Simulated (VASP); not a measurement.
Band structure of SnS$_{2}$ (1T layered). All values below come from PBE GGA, VASP's PBE PAW potentials (set 64) (plane waves; VASP).

Without a dispersion term in the relaxation, distances and binding between the weakly bound layers, chains or molecules are unreliable, and so is what depends on them. Unless said otherwise, spin-orbit coupling is left out, though it shifts the bands of the heavy elements here.

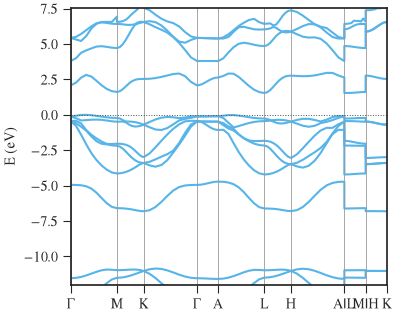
Bands along high-symmetry lines, zero at the valence-band maximum or, without a gap, the Fermi level

Read the plot: is there a gap, and where are the band edges?

The gap is indirect, 1.54 eV, from the valence maximum at Γ-M at 0.33 to the conduction minimum at L. (Edges off the drawn lines would not show.)

Measured: gap 2.18 eV (computed value off by -0.64 eV), as given by Joseph M. Gonzalez et al., Physical Review B (2016), arXiv:1609.04381.

The compound is SnS2 in the 1T layered structure. It was relaxed first, which changed the volume by +21 %.
